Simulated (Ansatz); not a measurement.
## AlZn2Cd, from a guessed structure to a relaxed one

Starting from a made-up structure for AlZn2Cd, the aim is the relaxed cell, its shortest contacts and, where a second run follows, its electronic structure.

Calculated with Ansatz 0.2.0; DFT, r2SCAN, plane-wave PAW, files of the set soft_1, scalar-relativistic, no spin, cell and ions relaxed at zero pressure; PAW set soft_1, in the first sound run; inputs show where later runs differ.

## (1) The starting structure

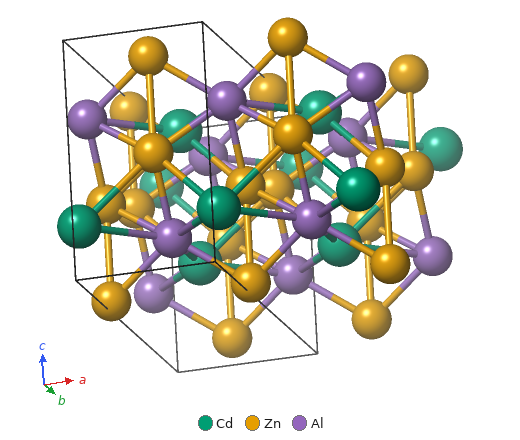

Start, viewed from a free direction; cadmium teal, zinc orange, aluminium purple. 2×1×1 cells are drawn. This picture shows the conventional cell, with its axes. Some periodic images of atoms are drawn too.

## (2) Relaxing cell and atoms

The guess takes its coordinates from another compound and its volume from a rule, so the cell and any free coordinates are relaxed together.

Input file input.yaml:

```yaml
crystal:
  lattice:
    - [1.9515, -4.805, 0.0]
    - [1.9515, 4.805, 0.0]
    - [0.0, 0.0, 6.706]
  atoms:
    - { symbol: Cd, position: [0.0664, 0.9336, 0.25] }
    - { symbol: Cd, position: [0.9336, 0.0664, 0.75] }
    - { symbol: Zn, position: [0.6464, 0.3536, 0.5485] }
    - { symbol: Zn, position: [0.3536, 0.6464, 0.4515] }
    - { symbol: Zn, position: [0.3536, 0.6464, 0.0485] }
    - { symbol: Zn, position: [0.6464, 0.3536, 0.9515] }
    - { symbol: Al, position: [0.7929, 0.2071, 0.25] }
    - { symbol: Al, position: [0.2071, 0.7929, 0.75] }
kpoints:
  mp_grid: { grid: [7, 7, 4] }
scf:
  occupations: { method: fermi_dirac, width: 0.05 }
hamiltonian:
  xc: r2scan
  pseudopotentials: { kind: paw, azcp: { folder: soft_1 } }
relax:
  f_tol: 0.015
  max_steps: 70
  cell: {}
output:
  forces: true
  stress: true
```

Started as:

```sh
$ ansatz run input.yaml --threads 4 --pin off --max-ram 10240MiB --backend cpu --events-out ev --progress --plain --runs-dir out
```

Numbers of over 12 decimals in the logs are rounded to 6 here.

The program printed:

```text
Engine: ansatz 0.2.0, aarch64-unknown-linux-gnu
Pseudopotentials: kind: paw
Pseudopotential: Cd, paw, valence charge 20, recommended cutoff 500 eV (meta_gga), soft_1/Cd.paw.azcp
Pseudopotential: Zn, paw, valence charge 12, recommended cutoff 500 eV (meta_gga), soft_1/Zn.paw.azcp
Pseudopotential: Al, paw, valence charge 3, recommended cutoff 500 eV (meta_gga), soft_1/Al.paw.azcp
Functional definition: r2SCAN
  parameter k0 = 0.174
  parameter k1 = 0.065
  parameter a1 = 4.9479
  exchange = r2scan_x(k0 = k0, k1 = k1, a1 = a1)
  correlation = r2scan_c
Crystal: 8 atoms, lattice volume = 125.764 Å³
Basis set: ecut = 500 eV, 3223 PW (Γ), exchange–correlation on 160×160×200 points (64 copies of the dense FFT grid, shifted against one another)
Bands: 57, of which v1, the nominal top of the filled ones, is band 47 counted from 1 (46 counted from 0)
Symmetry: 8 space group operations
Space group: Cmcm (ITA 63), of the structure as read, at distance tolerance 5.0e-5 Å
k-points: 48 of 196
Non-local potential: Cd, projectors of the file, l = 0: 3, l = 1: 2, l = 2: 2, l = 3: 1
Non-local potential: Zn, projectors of the file, l = 0: 2, l = 1: 2, l = 2: 3, l = 3: 1
Non-local potential: Al, projectors of the file, l = 0: 2, l = 1: 2, l = 2: 1
PAW form: soft (Blöchl's): semilocal exchange-correlation on the pseudo side does not see the compensation charge
PAW frozen core: Cd, regenerated for the run's functional (the file was generated under x = pbe(κ = 0.804, μ = 0.219515), c = pbe(β = 0.066725))
PAW frozen core: Zn, regenerated for the run's functional (the file was generated under x = pbe(κ = 0.804, μ = 0.219515), c = pbe(β = 0.066725))
PAW frozen core: Al, regenerated for the run's functional (the file was generated under x = pbe(κ = 0.804, μ = 0.219515), c = pbe(β = 0.066725))
PAW one-centre angular grid: Cd, 590 points (default); XC on 160 Gauss nodes
PAW one-centre angular grid: Zn, 590 points (default); XC on 160 Gauss nodes
PAW one-centre angular grid: Al, 302 points (default); XC on 160 Gauss nodes
Initial density: superposition of atomic densities (chi_scale 0.1, normalization cell, long waves kept (reshape's long-wave potential 0.00 eV rms))
Initial wavefunctions: pseudopotential atomic-orbital guess
Functional: x = r2scan, c = r2scan; τ floored in thin density (d = 2e-4 eV/Å³)
SCF iter   1: F=—  HF=-30918.512361 eV  |F-HF|=—  |Δ(HF+E_count)|=         —  Δρ=4.64e-2  dr2=3.91e0  dr2_τ=1.00e-1  ethr=3.10e-3  ⟨swp⟩=7.5  Hψ=12441  notcnv=0  defer=24
preconditioner: auto → Kerker (q_TF=auto, 2.599 Å⁻¹)  [metal: Δε(μ)=0.030 eV  Ē_g=10.784 eV  σ=0.050 eV  W_gap=0.15  n_scr=38 (ndim 8)  ℏωp=29.2 eV  f_vac=0.000  D(μ)=1.56/eV (n_scr^D=4)]
SCF iter   2: F=—  HF=-30917.962043 eV  |F-HF|=—  |Δ(HF+E_count)|=   5.50e-1  Δρ=2.46e-2  dr2=1.24e0  dr2_τ=1.08e-2  ethr=3.10e-3  ⟨swp⟩=2.0  Hψ=4923  notcnv=0  defer=143
SCF iter   3: F=—  HF=-30917.859476 eV  |F-HF|=—  |Δ(HF+E_count)|=   1.03e-1  Δρ=1.45e-2  dr2=3.99e-1  dr2_τ=3.69e-3  ethr=1.32e-3  ⟨swp⟩=2.1  Hψ=4701  notcnv=0  defer=146
SCF iter   4: F=—  HF=-30917.785857 eV  |F-HF|=—  |Δ(HF+E_count)|=   7.36e-2  Δρ=6.63e-3  dr2=5.77e-2  dr2_τ=1.38e-3  ethr=4.25e-4  ⟨swp⟩=2.4  Hψ=4585  notcnv=0  defer=144
SCF iter   5: F=—  HF=-30917.782574 eV  |F-HF|=—  |Δ(HF+E_count)|=   3.28e-3  Δρ=2.12e-3  dr2=7.72e-3  dr2_τ=7.95e-5  ethr=6.14e-5  ⟨swp⟩=3.0  Hψ=5255  notcnv=0  defer=142
SCF iter   6: F=—  HF=-30917.781563 eV  |F-HF|=—  |Δ(HF+E_count)|=   1.01e-3  Δρ=9.49e-4  dr2=8.00e-4  dr2_τ=1.30e-5  ethr=8.21e-6  ⟨swp⟩=2.1  Hψ=4331  notcnv=0  defer=142
SCF iter   7: F=—  HF=-30917.782156 eV  |F-HF|=—  |Δ(HF+E_count)|=   5.93e-4  Δρ=3.09e-4  dr2=1.16e-4  dr2_τ=5.99e-7  ethr=8.51e-7  ⟨swp⟩=2.0  Hψ=4277  notcnv=0  defer=142
SCF iter   8: F=—  HF=-30917.782182 eV  |F-HF|=—  |Δ(HF+E_count)|=   2.59e-5  Δρ=1.12e-4  dr2=1.27e-5  dr2_τ=1.02e-7  ethr=1.24e-7  ⟨swp⟩=2.0  Hψ=4372  notcnv=0  defer=142
SCF iter   9: F=—  HF=-30917.782180 eV  |F-HF|=—  |Δ(HF+E_count)|=   2.46e-6  Δρ=2.38e-5  dr2=8.09e-7  dr2_τ=8.94e-9  ethr=1.35e-8  ⟨swp⟩=2.0  Hψ=4379  notcnv=0  defer=142
SCF iter  10: F=-30917.782181 eV  HF=-30917.782181 eV  |F-HF|=5.17e-8  |Δ(HF+E_count)|=   1.11e-6  Δρ=8.16e-6  dr2=8.29e-8  dr2_τ=9.08e-10  ethr=1.06e-10  ⟨swp⟩=3.0  Hψ=11913  notcnv=0
SCF 1 converged in 10 iterations: F = -30917.782181 eV  dr2 = 8.29e-8
  greatest PAW one-centre occupation: 1.002 electrons in one spin orbital (limit 2), on the Cd atom at site 1 (counted from 0), in its partial waves of l = 0
relax step   1: F+E_penalty+E_count = -30917.78218073 eV  Δ(F+E_penalty+E_count) = +0.000e0 eV  max|allowed force component| = 8.095e-1 eV/Å  Δτ_max = 0.0000 Å  P = +13.466 GPa  Ω = 125.764 Å³  (10 SCF iters, dr2 threshold 1.00e-7 eV, accepted)
Crystal: 8 atoms, lattice volume = 138.405 Å³
Basis set: ecut = 500 eV, 3515 PW (Γ), exchange–correlation on 160×160×200 points (64 copies of the dense FFT grid, shifted against one another)
Initial density: handed on by an earlier stage of this run
Initial wavefunctions: those handed on with the density
iter 1 solved again at ethr=1.30e-4 eV; its pass at ethr=3.10e-3 eV (dr2=1.23e-1 eV) is discarded
SCF iter   1: F=—  HF=-30917.746613 eV  |F-HF|=—  |Δ(HF+E_count)|=         —  Δρ=1.08e-2  dr2=1.20e-1  dr2_τ=5.34e-1  ethr=1.30e-4  ⟨swp⟩=2.5  Hψ=14767  notcnv=0
preconditioner: auto → Kerker (q_TF=auto, 2.558 Å⁻¹)  [metal: Δε(μ)=0.016 eV  Ē_g=11.099 eV  σ=0.050 eV  W_gap=0.08  n_scr=38 (ndim 8)  ℏωp=27.9 eV  f_vac=0.000  D(μ)=1.82/eV (n_scr^D=4)]
SCF iter   2: F=—  HF=-30918.552217 eV  |F-HF|=—  |Δ(HF+E_count)|=   8.06e-1  Δρ=4.41e-3  dr2=4.04e-2  dr2_τ=7.12e-4  ethr=1.28e-4  ⟨swp⟩=3.0  Hψ=5938  notcnv=0
SCF iter   3: F=—  HF=-30918.543740 eV  |F-HF|=—  |Δ(HF+E_count)|=   8.48e-3  Δρ=2.64e-3  dr2=2.26e-2  dr2_τ=6.71e-5  ethr=4.30e-5  ⟨swp⟩=2.0  Hψ=4734  notcnv=0  defer=43
SCF iter   4: F=—  HF=-30918.540584 eV  |F-HF|=—  |Δ(HF+E_count)|=   3.16e-3  Δρ=2.01e-3  dr2=4.15e-3  dr2_τ=1.15e-4  ethr=2.41e-5  ⟨swp⟩=2.0  Hψ=4403  notcnv=0  defer=43
SCF iter   5: F=—  HF=-30918.539586 eV  |F-HF|=—  |Δ(HF+E_count)|=   9.98e-4  Δρ=3.73e-4  dr2=4.11e-4  dr2_τ=6.30e-6  ethr=4.42e-6  ⟨swp⟩=2.0  Hψ=4351  notcnv=0  defer=43
SCF iter   6: F=—  HF=-30918.539550 eV  |F-HF|=—  |Δ(HF+E_count)|=   3.62e-5  Δρ=1.79e-4  dr2=8.76e-5  dr2_τ=7.87e-7  ethr=4.37e-7  ⟨swp⟩=2.7  Hψ=4421  notcnv=0  defer=43
SCF iter   7: F=—  HF=-30918.539554 eV  |F-HF|=—  |Δ(HF+E_count)|=   4.29e-6  Δρ=1.15e-4  dr2=9.54e-6  dr2_τ=1.50e-7  ethr=9.32e-8  ⟨swp⟩=2.0  Hψ=4474  notcnv=0  defer=43
[...]
SCF iter   6: F=—  HF=-30918.792463 eV  |F-HF|=—  |Δ(HF+E_count)|=   1.43e-5  Δρ=8.96e-5  dr2=1.65e-5  dr2_τ=3.98e-7  ethr=1.55e-7  ⟨swp⟩=2.1  Hψ=4434  notcnv=0
SCF iter   7: F=—  HF=-30918.792471 eV  |F-HF|=—  |Δ(HF+E_count)|=   7.88e-6  Δρ=7.50e-5  dr2=7.15e-6  dr2_τ=5.38e-8  ethr=1.75e-8  ⟨swp⟩=2.0  Hψ=4307  notcnv=0
SCF iter   8: F=—  HF=-30918.792473 eV  |F-HF|=—  |Δ(HF+E_count)|=   1.55e-6  Δρ=2.31e-5  dr2=1.14e-6  dr2_τ=1.65e-8  ethr=7.60e-9  ⟨swp⟩=2.0  Hψ=4260  notcnv=0
SCF iter   9: F=-30918.792473 eV  HF=-30918.792473 eV  |F-HF|=1.12e-7  |Δ(HF+E_count)|=   1.31e-7  Δρ=1.20e-5  dr2=4.11e-7  dr2_τ=1.88e-9  ethr=8.51e-10  ⟨swp⟩=4.0  Hψ=9385  notcnv=0
SCF 3 converged in 9 iterations: F = -30918.792473 eV  dr2 = 4.11e-7
relax step   3: F+E_penalty+E_count = -30918.79247276 eV  Δ(F+E_penalty+E_count) = -2.529e-1 eV  max|allowed force component| = 2.500e-1 eV/Å  Δτ_max = 0.0865 Å  P = +0.431 GPa  Ω = 141.728 Å³  energy of the carried Pulay correction = -8.565e-3 eV  (9 SCF iters, dr2 threshold 8.00e-7 eV, accepted)
[...]
relax step   4: F+E_penalty+E_count = -30918.85726445 eV  Δ(F+E_penalty+E_count) = -6.479e-2 eV  max|allowed force component| = 8.142e-2 eV/Å  Δτ_max = 0.1087 Å  P = +0.358 GPa  Ω = 141.144 Å³  energy of the carried Pulay correction = -8.269e-3 eV  (9 SCF iters, dr2 threshold 8.00e-7 eV, accepted)
[...]
relax step   5: F+E_penalty+E_count = -30918.86336603 eV  Δ(F+E_penalty+E_count) = -6.102e-3 eV  max|allowed force component| = 1.021e-1 eV/Å  Δτ_max = 0.0647 Å  P = +0.108 GPa  Ω = 141.781 Å³  energy of the carried Pulay correction = -8.591e-3 eV  (9 SCF iters, dr2 threshold 8.00e-7 eV, accepted)
[...]
relax step   6: F+E_penalty+E_count = -30918.87032271 eV  Δ(F+E_penalty+E_count) = -6.957e-3 eV  max|allowed force component| = 1.400e-2 eV/Å  Δτ_max = 0.0285 Å  P = -0.087 GPa  Ω = 142.285 Å³  energy of the carried Pulay correction = -8.845e-3 eV  (7 SCF iters, dr2 threshold 8.00e-7 eV, accepted)
[...]
relax step   7: F+E_penalty+E_count = -30918.87074828 eV  Δ(F+E_penalty+E_count) = -4.256e-4 eV  max|allowed force component| = 3.290e-3 eV/Å  Δτ_max = 0.0073 Å  P = -0.003 GPa  Ω = 142.079 Å³  energy of the carried Pulay correction = -8.741e-3 eV  (8 SCF iters, dr2 threshold 7.85e-8 eV, accepted)
[...]
relax step   8: F+E_penalty+E_count = -30918.88262949 eV  Δ(F+E_penalty+E_count) = -1.188e-2 eV  max|allowed force component| = 3.178e-3 eV/Å  Δτ_max = 0.0000 Å  P = +0.045 GPa  Ω = 142.079 Å³  stress off target by 5.56e-2 GPa  SCF on the basis re-selected at this cell (its energy is not comparable with the rows above)  (8 SCF iters)
[...]
relax step   9: F+E_penalty+E_count = -30918.88261002 eV  Δ(F+E_penalty+E_count) = +1.947e-5 eV  max|allowed force component| = 9.225e-4 eV/Å  Δτ_max = 0.0028 Å  P = -0.004 GPa  Ω = 142.169 Å³  energy of the carried Pulay correction = -4.467e-5 eV  (7 SCF iters, dr2 threshold 7.72e-9 eV, accepted)
iter 1 solved again at ethr=6.74e-8 eV; its pass at ethr=3.10e-3 eV (dr2=6.34e-5 eV) is discarded
SCF iter   1: F=—  HF=-30918.882622 eV  |F-HF|=—  |Δ(HF+E_count)|=         —  Δρ=1.62e-5  dr2=1.32e-8  dr2_τ=6.56e-9  ethr=6.74e-8  ⟨swp⟩=3.3  Hψ=19519  notcnv=0
eigensolver tolerance schedule: the retry pair's looser diagonalisation over-reported the residual by 4795.44 of it (diagonalisation noise at 0.12 of the residual, at the tolerance the schedule requests for it); recorded, not acted on — ethr = c·dr2/N_el stays at c = 1.0e-1
preconditioner: auto → Kerker (q_TF=auto, 2.547 Å⁻¹)  [metal: Δε(μ)=0.018 eV  Ē_g=10.804 eV  σ=0.050 eV  W_gap=0.09  n_scr=38 (ndim 8)  ℏωp=27.5 eV  f_vac=0.000  D(μ)=2.16/eV (n_scr^D=12)]
SCF iter   2: F=—  HF=-30918.882666 eV  |F-HF|=—  |Δ(HF+E_count)|=   4.44e-5  Δρ=8.26e-6  dr2=4.64e-9  dr2_τ=1.73e-8  ethr=1.41e-11  ⟨swp⟩=2.8  Hψ=5637  notcnv=0
SCF iter   3: F=—  HF=-30918.882667 eV  |F-HF|=—  |Δ(HF+E_count)|=   1.21e-6  Δρ=5.01e-7  dr2=3.79e-10  dr2_τ=2.43e-11  ethr=4.93e-12  ⟨swp⟩=2.0  Hψ=4630  notcnv=0
SCF iter   4: F=—  HF=-30918.882667 eV  |F-HF|=—  |Δ(HF+E_count)|=  7.13e-10  Δρ=4.69e-7  dr2=2.25e-10  dr2_τ=4.56e-12  ethr=1.00e-12  ⟨swp⟩=4.5  Hψ=9376  notcnv=0
SCF iter   5: F=-30918.882667 eV  HF=-30918.882667 eV  |F-HF|=3.64e-12  |Δ(HF+E_count)|=  9.46e-11  Δρ=1.72e-7  dr2=5.53e-11  dr2_τ=6.54e-13  ethr=1.00e-12  ⟨swp⟩=3.0  Hψ=10725  notcnv=0
SCF 10 converged in 5 iterations: F = -30918.882667 eV  dr2 = 5.53e-11
relax step  10: F+E_penalty+E_count = -30918.88266747 eV  Δ(F+E_penalty+E_count) = -5.745e-5 eV  max|allowed force component| = 9.305e-4 eV/Å  Δτ_max = 0.0000 Å  P = -0.004 GPa  Ω = 142.169 Å³  stress off target by 5.79e-3 GPa  SCF on the basis re-selected at this cell (its energy is not comparable with the rows above)  (5 SCF iters)
basis re-selected at this cell: Δ(F+E_penalty+E_count) = -5.745e-5 eV, ΔP = +0.000 GPa vs the last step (what re-selecting the basis moved, of the pressure what is left beyond the Pulay correction that the steps carried, after the strain that the cell walked since its last selection, with what the two solves' SCF thresholds leave and, on support functions, any second-order correction that the steps lacked; it is no m [...]
SCF converged after 5 iterations
Free energy (F): -30918.882667 eV
Harris-Foulkes:  -30918.882667 eV  (|F-HF|=3.64e-12)
Internal energy: -30918.864898 eV  (E = F + TS)
E sigma→0 (E₀):  -30918.873783 eV
Entropy (-TS):   -0.017770 eV (-2.221 meV/atom)
Fermi energy:    10.782935 eV
--- Per-component energies (eV) ---
  E_band       = -780.937453
  E_kinetic    = 1511.413991
  E_local      = -14627.223219  (includes V_loc(G=0)·N_el)
  E_nonlocal   = 3546.073221
  E_hartree    = 6167.565977
  E_xc         = -646.279021
  E_vxc        = -703.378528  (∫ρ·V_xc dr)
  E_paw        = -16843.548774  (= ΣΔE_a)
  E_vpaw       = -2887.141963  (= ΣTr[D̂ρ^β])
  E_aug_tail   = 0.000322  (compensation charges beyond the density's cutoff)
  E_vtau       = 44.186995  (kinetic-family band-sum trace: ∫τ·v_τ [+ j·A + Jᵃ·Aᵃ] dr)
  E_ewald      = -10024.887182
  E_core_change = -1.980213  (= ΣΔE_core)
  E_smearing   = -0.017770  (= −TS)
  E_closure    = 0.000000  (closes the sum)
  Σ components = -30918.882667   (vs F -30918.882667, Δ=0.00e0)
--- Forces (eV/Å), atoms counted from 1 ---
  atom   1  Cd     0.00000000     0.00004679     0.00000000
  atom   2  Cd     0.00000000    -0.00004679     0.00000000
  atom   3  Zn     0.00000000    -0.00016546     0.00093050
  atom   4  Zn    -0.00000000     0.00016546    -0.00093050
  atom   5  Zn     0.00000000     0.00016546     0.00093050
  atom   6  Zn     0.00000000    -0.00016546    -0.00093050
  atom   7  Al     0.00000000    -0.00082372     0.00000000
  atom   8  Al     0.00000000     0.00082372     0.00000000
  max |Σ_I F_I| component: 1.73e-18 eV/Å
--- Stress (GPa, compression-positive) ---
       -0.005787       0.000000       0.000000
        0.000000      -0.003875       0.000000
        0.000000       0.000000      -0.001847
  P = ⅓ Tr σ = -0.0038 GPa (-0.038 kbar)
--- Relaxed structure (8 steps of the walk, 8 accepted, 2 SCFs on fresh bases) ---
  F+E_penalty+E_count = -30918.88266747 eV   max|allowed force component| = 9.305e-4 eV/Å   (the final SCF, on the basis selected at the relaxed cell)
  cell:  # Å, volume = 142.1691 Å³
    - [2.100881, -4.819736, 0.0]
    - [2.100881, 4.819736, 0.0]
    - [0.0, 0.0, 7.020219196423]
  atoms:
    - { symbol: Cd, position: [0.056177, 0.943823, 0.25] }
    - { symbol: Cd, position: [0.943823, 0.056177, 0.75] }
    - { symbol: Zn, position: [0.629494, 0.370506, 0.564497] }
    - { symbol: Zn, position: [0.370506, 0.629494, 0.435503] }
    - { symbol: Zn, position: [0.370506, 0.629494, 0.064497] }
    - { symbol: Zn, position: [0.629494, 0.370506, 0.935503] }
    - { symbol: Al, position: [0.764665, 0.235335, 0.25] }
    - { symbol: Al, position: [0.235335, 0.764665, 0.75] }
```

Elapsed: 1.9 min, on 4 threads of Arm Neoverse V1, shared host; peak memory 1.1 GiB.

The steps of the relaxation:

```
step  energy less that of the first step (eV)  largest force component (eV/Å)  pressure (GPa)  volume (Å³)
   1                                   0.0000                          0.8095           13.47       125.76
   2                                  -0.7574                          0.5022            3.30       138.41
   3                                  -1.0103                          0.2500            0.43       141.73
   4                                  -1.0751                          0.0814            0.36       141.14
   5                                  -1.0812                          0.1021            0.11       141.78
   6                                  -1.0881                          0.0140           -0.09       142.29
   7                                  -1.0886                          0.0033            0.00       142.08
  8*                                  -1.1004                          0.0032            0.04       142.08
   9                                  -1.1004                          0.0009            0.00       142.17
 10*                                  -1.1005                          0.0009            0.00       142.17
```

Relaxation steps marked * repeat the geometry before them on a plane-wave basis chosen anew for their cell, so energy and pressure can jump there.

Forces are held to the 8 operations that the run works with; a distortion that breaks them can't arise in this run.

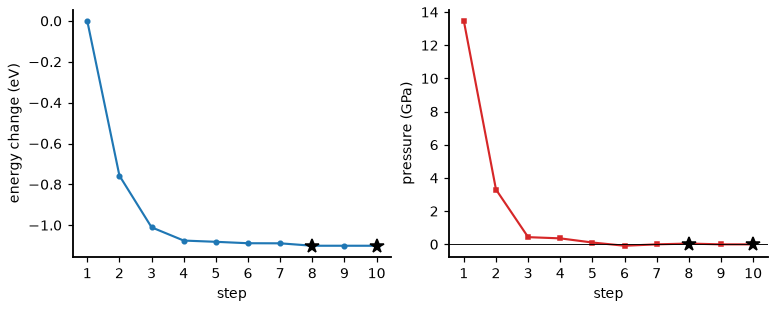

Energy and pressure along the relaxation. Stars mark steps on a basis chosen anew.

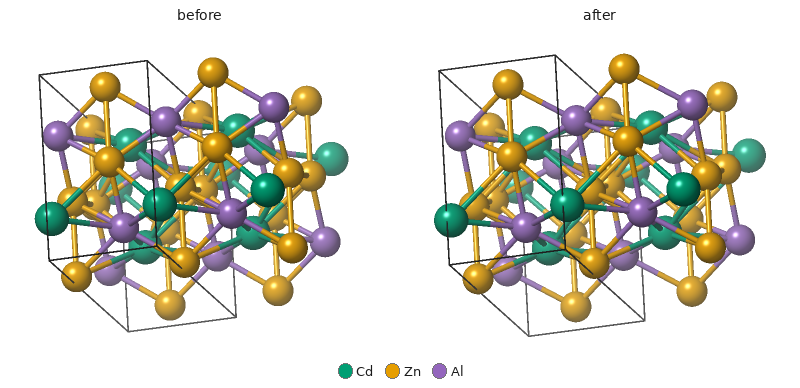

The structure before and after the relaxation, drawn at the same scale.

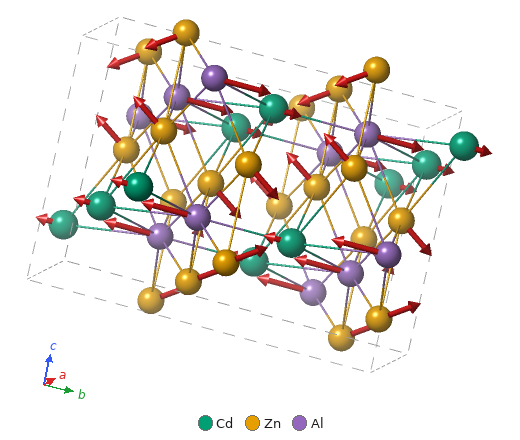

Displacements in the relaxation, exaggerated, measured against the changing cell; the longest in the cell stands for 0.27 Å. 2×1×1 conventional cells are drawn. Some periodic images of atoms are drawn too.

```
conventional cell, symmetrised  before  after   change
                         a (Å)   3.903  4.202   +7.7 %
                         b (Å)   9.610  9.639   +0.3 %
                         c (Å)   6.706  7.020   +4.7 %
              volume (Å³/atom)   15.72  17.77  +13.0 %
```

The atoms that moved most (Å, as changes of fractional coordinates times the final cell):

```
atom     dx      dy      dz  length
 Al7  0.000   0.272   0.000   0.272
 Al8  0.000  -0.272   0.000   0.272
 Zn3  0.000   0.163   0.112   0.198
 Zn4  0.000  -0.163  -0.112   0.198
 Zn5  0.000  -0.163   0.112   0.198
 Zn6  0.000   0.163  -0.112   0.198
 Cd1  0.000   0.099   0.000   0.099
 Cd2  0.000  -0.099   0.000   0.099
```

This step gave:

```yaml
free_energy: -30918.8827 eV
energy_at_zero_smearing: -30918.8738 eV
smearing_term_ts: 0.01777 eV
fermi_energy: 10.78 eV
electrons: 94
symmetry_operations: 8
pressure: -0.003836 GPa
```

Shortest distances by pair of elements, guess and relaxed (not always the same contact):

```
 pair  guess (Å)  relaxed (Å)
Al–Zn      2.444        2.564
Zn–Zn      2.703        2.605
Al–Cd      2.628        2.810
Cd–Zn      2.899        3.052
Cd–Cd      3.588        3.673
```

The relaxation ends with a largest force component of 9.3e-4 eV/Å and a pressure of 0.00 GPa.

[end of part 1 of 2]

[Logs are printed without paths, hosts, clocks, repeated set-up lines and the standing remarks that a program may print on its own settings, such as how far it seeks lower states.]

[Hosts, paths, dates, database ids (printed as entryN), source tags and the programs' standing remarks are cut or masked in the printed files.]
